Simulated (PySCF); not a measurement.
C₅H₁₀Si (SMILES CC(C)=C1C[SiH2]1)

```xyz
16

C    -1.4146   -1.2025   -0.7185
C    -0.6938   -0.0560   -0.0727
C    -1.5684    1.0470    0.4540
C     0.6214   -0.0218    0.0244
C     1.6761    0.9032    0.5746
Si    2.3252   -0.6948   -0.2244
H    -2.0051   -0.8511   -1.5646
H    -0.7063   -1.9488   -1.0693
H    -2.0977   -1.6691   -0.0088
H    -2.1634    1.4759   -0.3521
H    -2.2562    0.6582    1.2047
H    -0.9664    1.8322    0.9024
H     1.6854    1.0291    1.6509
H     1.7824    1.8574    0.0717
H     2.9540   -0.6025   -1.5324
H     2.8198   -1.7474    0.6487
```

Geometry: GFN2-xTB.

Level of theory: PBE0/pcSseg-1, SCF density, gas phase, non-relativistic in PySCF 2.14.0.

**What will maps of the electron density and electron localisation function show?**

C–C (1.32 Å): the density is about 2.3 e/Å³ at the midpoint; the ELF peaks at about 0.90 between the atoms: a short, multiple covalent bond.
C–Si (1.85 Å): ρ is about 0.86 e/Å³ halfway; the ELF peaks at about 0.85 between the atoms (localised, covalent bonding).
C–H (1.09 Å): the density is about 2 e/Å³ at the midpoint; the ELF climbs to about 1 towards the hydrogen, as it does in any bond to H: an ordinary covalent bond to hydrogen.
C–C (1.50 Å): ρ is about 1.7 e/Å³ halfway; the ELF peaks at about 0.95 between the atoms, as expected for a shared electron pair.

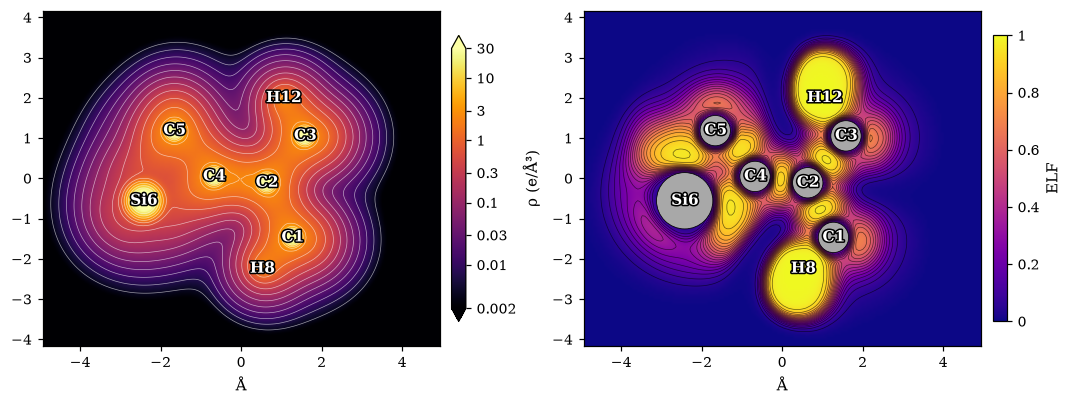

Computed electron density and electron localisation function on the plane of atoms C4, Si6 and C5, in this order. Grey discs cover the atomic cores in the ELF map. 
